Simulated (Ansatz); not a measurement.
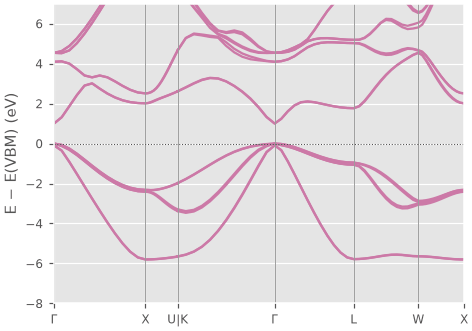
Figure. Band structure from DFT-r²SCAN with spin–orbit coupling in the program Ansatz with PAW potentials

Q: Read off the gap and where the band edges lie.

A: About 1.0 eV (1.00 eV by a search for the band edges); maximum at Γ, minimum at Γ.

The material is InP (zinc blende, F-43m).

The cell was relaxed with r²SCAN under the symmetry of its start.

Potentials: the later of the program's two PAW sets.
